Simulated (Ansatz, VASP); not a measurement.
# Cross-check of Ge (Germanium) between VASP and Ansatz

Aim: how closely do two programs agree when they are given the same cell, functional and k mesh?

Main program and level: Ansatz 0.2.0; plane waves, with VASP 6.6.1 beside it; band structure at HSE06 and band structure at PBE0.

### Step 1. Set-up

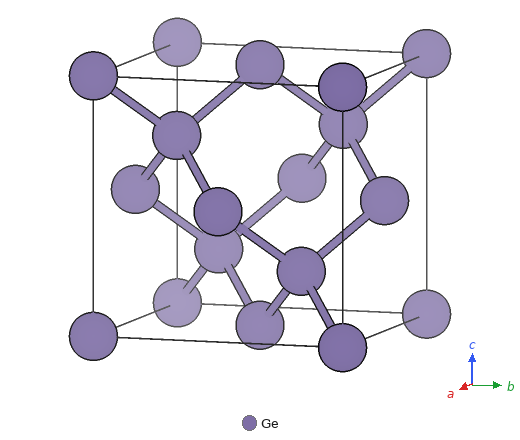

Start, viewed slightly off an axis; germanium purple. This picture shows the conventional cell, with its axes. Bonds to atoms that aren't drawn are left out. Some periodic images of atoms are drawn too.

Coordinates:

```cif
data_structure
_symmetry_space_group_name_H-M 'P 1'
_symmetry_Int_Tables_number 1
_cell_length_a 4.0007
_cell_length_b 4.0007
_cell_length_c 4.0007
_cell_angle_alpha 60.000
_cell_angle_beta 60.000
_cell_angle_gamma 60.000
_cell_volume 45.28
loop_
_atom_site_label
_atom_site_type_symbol
_atom_site_fract_x
_atom_site_fract_y
_atom_site_fract_z
_atom_site_occupancy
Ge1 Ge 0.75000 0.75000 0.75000 1
Ge2 Ge 0.50000 0.50000 0.50000 1
```

### Step 2. Ansatz: band structure, HSE06

Ansatz runs on its default PAW (the set named soft_2) files.

Levels along a path test the potential and the projectors away from the mesh points.

The input, input.yaml:

```yaml
crystal:
  lattice:
    - [0.0, 2.82891, 2.82891]
    - [2.82891, 0.0, 2.82891]
    - [2.82891, 2.82891, 0.0]
  atoms:
    - { symbol: Ge, position: [0.75, 0.75, 0.75] }
    - { symbol: Ge, position: [0.5, 0.5, 0.5] }
hamiltonian:
  xc: { exchange: pbe, correlation: pbe, exx: { coeff: 0.25, omega: 0.2 } }
  pseudopotentials: { kind: paw }
kpoints:
  mp_grid: { grid: [5, 5, 5] }
  band_path:
    path:
      - [0.0, 0.0, 0.0]
      - [0.5, 0.0, 0.5]
      - [0.5, 0.22222, 0.72222]
      - [0.40278, 0.34722, 0.75]
      - [0.125, 0.125, 0.25]
      - [0.27778, 0.27778, 0.27778]
      - [0.5, 0.5, 0.5]
      - [0.55556, 0.38889, 0.55556]
      - [0.58333, 0.25, 0.66667]
      - [0.5, 0.30556, 0.69444]
      - [0.48611, 0.48611, 0.52778]
      - [0.625, 0.25, 0.625]
      - [0.5, 0.0, 0.5]
    npoints: 1
scf:
  occupations: { method: gaussian, width: 0.03 }
  n_extra_bands: 7
output:
  forces: true
  stress: true
  eigenvalues: true
```

Started as:

```bash
$ ansatz run input.yaml --threads 4 --pin off --max-ram 9216MiB --backend cpu --events-out ev --progress --plain --runs-dir out
```

Numbers of over 12 decimals in the logs are rounded to 6 here.

Output:

```text
Warning: output.stress: scf.convergence.dr2_threshold = 1e-7 eV (the SCF's general default) is looser than the 2e-10 eV advised for a printed stress (1e-10 eV for each atom of the cell: 2). What an SCF threshold leaves in a stress goes as its square root, and in the free energy as the threshold itself, and one threshold admits the most on a small cell: [figures from the program's tests cut] Set scf.convergence.dr2_threshold to 2e-10 eV or tighter. The threshold is an SCF's pass mark: one that does not reach it within its budget of iterations ends unconverged, or closes short of it on a stop that the run arms, and scf.convergence.dr2_threshold's page says what that costs each kind of run
Warning: output.stress: scf.exx.energy_threshold = 1e-6 eV is looser than the 2e-8 eV advised for a stress under a hybrid functional (1e-8 eV for each atom of the cell: 2). Every SCF of the exchange loop can meet its threshold on dr2 while the loop round them stops early: no threshold on dr2 bounds what that leaves in the stress. Set scf.exx.energy_threshold to 2e-8 eV or tighter. The threshold is the loop's pass mark: a loop that does not reach it within its budget of cycles ends unconverged, and scf.exx.energy_threshold's page has the law
scf.n_extra_bands = 7 over 14 filled bands (N_el = 28.0): the run solves 21 bands
Engine: ansatz 0.2.0, aarch64-unknown-linux-gnu
Pseudopotentials: kind: paw
Pseudopotential: Ge, paw, valence charge 14, recommended cutoff 420 eV (normal), Ge.paw.azcp
Functional definition: unnamed
  parameter a_1 = 0.25
  parameter omega_1 = 0.2/angstrom
  exchange = pbe_x + (-a_1)*pbe_x_sr(omega_1) + a_1*exact_x_sr(omega_1)
  correlation = pbe_c
Crystal: 2 atoms, lattice volume = 45.278 Å³
Basis set: ecut = 420 eV, 893 PW (Γ), exchange–correlation on 54×54×54 points (8 copies of the dense FFT grid, shifted against one another)
Bands: 21, of which v1, the nominal top of the filled ones, is band 14 counted from 1 (13 counted from 0)
Symmetry: 48 space group operations
Space group: Fd-3m (ITA 227), of the structure as read, at distance tolerance 3.6e-5 Å
k-points: 10 of 125
Non-local potential: Ge, projectors of the file, l = 0: 2, l = 1: 2, l = 2: 3, l = 3: 1
PAW form: soft (Blöchl's): semilocal exchange-correlation on the pseudo side does not see the compensation charge
PAW frozen core: Ge, regenerated for the run's functional, and the local potential with it (the file was generated under x = pbe(κ = 0.804, μ = 0.219515), c = pbe(β = 0.066725))
PAW one-centre angular grid: Ge, 590 points (default); XC on 64 Gauss nodes
Initial density: superposition of atomic densities (neutral atoms: chi_scale 0, normalization atom), corrected by the library's trained network
Initial wavefunctions: pseudopotential atomic-orbital guess
Functional: x = pbe(κ = 0.804, μ = 0.219515), c = pbe(β = 0.066725), warm-up for x = pbe(κ = 0.804, μ = 0.219515) + 0.25 (exact − pbe) at short range (hse, ω = 0.2 Å⁻¹), c = pbe(β = 0.066725)
SCF iter   1: F=—  HF=-8589.839002 eV  |F-HF|=—  |Δ(HF+E_count)|=         —  Δρ=4.07e-4  dr2=2.17e-5  ethr=1.77e-3  ⟨swp⟩=9.1  Hψ=883  notcnv=0
preconditioner: auto → none  [insulator: Δε(μ)=0.038 eV  Ē_g=25.913 eV  σ=0.030 eV  W_gap=0.59  n_scr=14 (ndim 8)  ℏωp=29.2 eV  f_vac=0.074  D(μ)=0.66/eV (n_scr^D=0)]
SCF iter   2: F=—  HF=-8589.839248 eV  |F-HF|=—  |Δ(HF+E_count)|=   2.45e-4  Δρ=2.24e-4  dr2=7.02e-6  ethr=7.74e-8  ⟨swp⟩=4.5  Hψ=673  notcnv=0  defer=1
iter 3 solved again at ethr=1.46e-9 eV; its pass at ethr=2.51e-8 eV (dr2=4.08e-7 eV) is discarded
SCF iter   3: F=—  HF=-8589.839286 eV  |F-HF|=—  |Δ(HF+E_count)|=   3.81e-5  Δρ=4.27e-5  dr2=4.25e-7  ethr=1.46e-9  ⟨swp⟩=3.0  Hψ=831  notcnv=0
SCF iter   4: F=—  HF=-8589.839288 eV  |F-HF|=—  |Δ(HF+E_count)|=   1.82e-6  Δρ=1.20e-5  dr2=4.07e-8  ethr=1.46e-9  ⟨swp⟩=3.2  Hψ=494  notcnv=0
SCF iter   5: F=—  HF=-8589.839288 eV  |F-HF|=—  |Δ(HF+E_count)|=   2.73e-7  Δρ=2.11e-6  dr2=7.38e-10  ethr=1.45e-10  ⟨swp⟩=3.0  Hψ=392  notcnv=0
SCF iter   6: F=-8589.839288 eV  HF=-8589.839288 eV  |F-HF|=1.58e-10  |Δ(HF+E_count)|=   2.92e-9  Δρ=6.53e-7  dr2=4.29e-11  ethr=2.63e-12  ⟨swp⟩=4.0  Hψ=597  notcnv=0
SCF 1 converged in 6 iterations: F = -8589.839288 eV  dr2 = 4.29e-11
  greatest PAW one-centre occupation: 0.998 electrons in one spin orbital (limit 2), on the Ge atom at site 1 (counted from 0), in its partial waves of l = 2
Initial density: handed on by an earlier stage of this run
Initial wavefunctions: those handed on with the density
Functional: x = pbe(κ = 0.804, μ = 0.219515) + 0.25 (exact − pbe) at short range (hse, ω = 0.2 Å⁻¹), c = pbe(β = 0.066725)
Exchange kernel: α = 0.2500, screened, ω = 0.2000 Å⁻¹, Wigner–Seitz truncation, v(0) = 1126.3259 eV·Å³, q-mesh 5×5×5, nearest image of the exchange supercell L = 20.00 Å, pair-density grid 20×20×20, without the augmentation charges, whose exchange is taken in its separable form by FFT convolution over the k-point mesh (sized by the pseudopotential files, 24×24×24 at the most), smooth part of the exact exchange by density-matrix convolution
Frozen-core exchange: fock
iter 1 solved again at ethr=5.08e-5 eV; its pass at ethr=1.00e-1 eV (dr2=1.42e-2 eV) is discarded
SCF iter   1: F=—  HF=-8591.635464 eV  |F-HF|=—  |Δ(HF+E_count)|=         —  Δρ=1.25e-2  dr2=2.16e-2  ethr=5.08e-5  ⟨swp⟩=4.7  Hψ=1188  notcnv=0
preconditioner: auto → none  [insulator: Δε(μ)=0.773 eV  Ē_g=29.440 eV  σ=0.030 eV  W_gap=1.00  n_scr=14 (ndim 8)  ℏωp=29.2 eV  f_vac=0.072  D(μ)=0.00/eV (n_scr^D=0)]
SCF iter   2: F=—  HF=-8591.624132 eV  |F-HF|=—  |Δ(HF+E_count)|=   1.13e-2  Δρ=4.63e-3  dr2=2.79e-3  ethr=5.08e-5  ⟨swp⟩=3.3  Hψ=583  notcnv=0
SCF iter   3: F=—  HF=-8591.624759 eV  |F-HF|=—  |Δ(HF+E_count)|=   6.27e-4  Δρ=1.48e-3  dr2=3.38e-4  ethr=9.81e-6  ⟨swp⟩=3.0  Hψ=451  notcnv=0
SCF iter   4: F=—  HF=-8591.624708 eV  |F-HF|=—  |Δ(HF+E_count)|=   5.09e-5  Δρ=5.94e-4  dr2=4.88e-5  ethr=1.21e-6  ⟨swp⟩=3.0  Hψ=489  notcnv=0
SCF iter   5: F=-8591.624673 eV  HF=-8591.624673 eV  |F-HF|=2.34e-7  |Δ(HF+E_count)|=   3.52e-5  Δρ=4.52e-5  dr2=2.83e-7  ethr=1.73e-7  ⟨swp⟩=3.0  Hψ=453  notcnv=0
SCF 2 stopped early in 5 iterations: F = -8591.624673 eV  dr2 = 2.83e-7
hybrid outer 1: dexx = +9.817e-3 eV, tail = 5.06e-5 eV
Exchange kernel: α = 0.2500, screened, ω = 0.2000 Å⁻¹, Wigner–Seitz truncation, v(0) = 1126.3259 eV·Å³, q-mesh 5×5×5, nearest image of the exchange supercell L = 20.00 Å, pair-density grid 20×20×20, without the augmentation charges, whose exchange is taken in its separable form by FFT convolution over the k-point mesh (sized by the pseudopotential files, 24×24×24 at the most), smooth part of the exact exchange by density-matrix convolution
Frozen-core exchange: fock
SCF iter   1: F=—  HF=-8591.625126 eV  |F-HF|=—  |Δ(HF+E_count)|=         —  Δρ=8.50e-5  dr2=1.04e-6  ethr=9.03e-7  ⟨swp⟩=3.4  Hψ=494  notcnv=0
preconditioner: auto → none  [insulator: Δε(μ)=0.908 eV  Ē_g=29.224 eV  σ=0.030 eV  W_gap=1.00  n_scr=14 (ndim 8)  ℏωp=29.2 eV  f_vac=0.072  D(μ)=0.00/eV (n_scr^D=0)]
SCF iter   2: F=—  HF=-8591.625127 eV  |F-HF|=—  |Δ(HF+E_count)|=   6.89e-7  Δρ=2.93e-5  dr2=1.28e-7  ethr=3.51e-9  ⟨swp⟩=3.9  Hψ=551  notcnv=0
SCF iter   3: F=—  HF=-8591.625127 eV  |F-HF|=—  |Δ(HF+E_count)|=   2.29e-8  Δρ=1.76e-5  dr2=4.08e-8  ethr=4.42e-10  ⟨swp⟩=2.1  Hψ=358  notcnv=0
SCF iter   4: F=—  HF=-8591.625127 eV  |F-HF|=—  |Δ(HF+E_count)|=  3.09e-10  Δρ=3.90e-6  dr2=3.96e-9  ethr=1.45e-10  ⟨swp⟩=3.1  Hψ=533  notcnv=0
SCF iter   5: F=-8591.625127 eV  HF=-8591.625127 eV  |F-HF|=8.00e-11  |Δ(HF+E_count)|=   6.82e-9  Δρ=4.42e-7  dr2=5.38e-11  ethr=1.38e-11  ⟨swp⟩=3.1  Hψ=546  notcnv=0
SCF 3 converged in 5 iterations: F = -8591.625127 eV  dr2 = 5.38e-11
  Residual-converged pass: ⟨swp⟩=2.0  Hψ=305  notcnv=0  max |occ|·‖R‖ = 2.4e-6 eV (tolerance 2.4e-6 eV)  dr2=5.41e-11  dr2_onsite=9.27e-11  max |Δocc| = 2.2e-112
hybrid outer 2: dexx = +5.440e-7 eV, tail = 1.90e-8 eV, Δε = 3.06e-3 eV (about 9.05e-5 eV left of the loop's levels)
NSCF: frozen V_eff on 13 k-points
hybrid SCF converged: 2 outer / 10 inner (+6 warm-up), last move |dexx| = 5.44e-7 eV, tail = 1.90e-8 eV
Stability not checked: this state was not tested for a lower state beside it, because the functional holds exact exchange (a hybrid, or Hartree-Fock), whose exchange loop this test does not read (fock_operator; see scf.lower_state_search)
Free energy (F): -8591.625127 eV
Frozen-core exchange: fock
Harris-Foulkes:  -8591.625127 eV  (|F-HF|=8.00e-11)
Internal energy: -8591.625127 eV  (E = F + TS)
E sigma→0 (E₀):  -8591.625127 eV
Fermi energy:    8.704271 eV
--- Per-component energies (eV) ---
  E_band       = -374.237242
  E_kinetic    = 221.453593
  E_local      = -4946.305445  (includes V_loc(G=0)·N_el)
  E_nonlocal   = 839.707653
  E_hartree    = 2175.389403
  E_xc         = -121.477549
  E_vxc        = -103.700809  (∫ρ·V_xc dr)
  E_exx        = -109.489140  (= α·E_x^exact, valence–valence)
  E_paw        = -3963.039870  (= ΣΔE_a)
  E_vpaw       = -517.193716  (= ΣTr[D̂ρ^β])
  E_aug_tail   = 0.000716  (compensation charges beyond the density's cutoff)
  E_ewald      = -2687.134708
  E_core_change = -0.729780  (= ΣΔE_core)
  E_smearing   = -0.000000  (= −TS)
  E_closure    = 0.000000  (closes the sum)
  Σ components = -8591.625127   (vs F -8591.625127, Δ=0.00e0)
--- Forces (eV/Å), atoms counted from 1 ---
  atom   1  Ge    -0.00000000    -0.00000000     0.00000000
  atom   2  Ge     0.00000000    -0.00000000    -0.00000000
  max |Σ_I F_I| component: 3.70e-17 eV/Å
--- Stress (GPa, compression-positive) ---
        0.998008      -0.000000       0.000000
       -0.000000       0.998008       0.000000
        0.000000       0.000000       0.998008
  P = ⅓ Tr σ = 0.9980 GPa (9.980 kbar)
--- Band table (eV; the first three rows and the last of 10) ---
  k-point 0: bands = [... 10 lower, -5.8001, 8.2491, 8.2491, 8.2491, 9.1583, 11.4856, 11.4856, 11.4856, ... 3 higher]
  k-point 1: bands = [... 10 lower, -5.2656, 4.2574, 7.5393, 7.5393, 9.8159, 12.4117, 12.4117, 13.8695, ... 3 higher]
  k-point 2: bands = [... 10 lower, -3.8902, 0.6590, 6.8227, 6.8227, 9.1808, 12.7580, 12.7580, 16.3181, ... 3 higher]
  k-point 9: bands = [... 10 lower, -2.5557, -0.1187, 3.8400, 4.9012, 12.3192, 12.6527, 13.2876, 16.7502, ... 3 higher]
```

Elapsed: 41 s, on 4 threads of Arm Neoverse V2, shared host; peak memory 0.74 GiB.

Reading the cycles: dr2 is the Hartree energy of the density residual (eV), the measure of convergence; HF is the Harris–Foulkes estimate of the energy, which meets the free energy F at convergence.

[end of part 1 of 2]

[Lines on the potential files, build, host, timing and source positions are cut from VASP's logs without a mark.]

[Logs are printed without paths, hosts, clocks, repeated set-up lines and the standing remarks that a program may print on its own settings, such as how far it seeks lower states.]

[Hosts, paths, dates, database ids (printed as entryN), source tags and the programs' standing remarks are cut or masked in the printed files.]
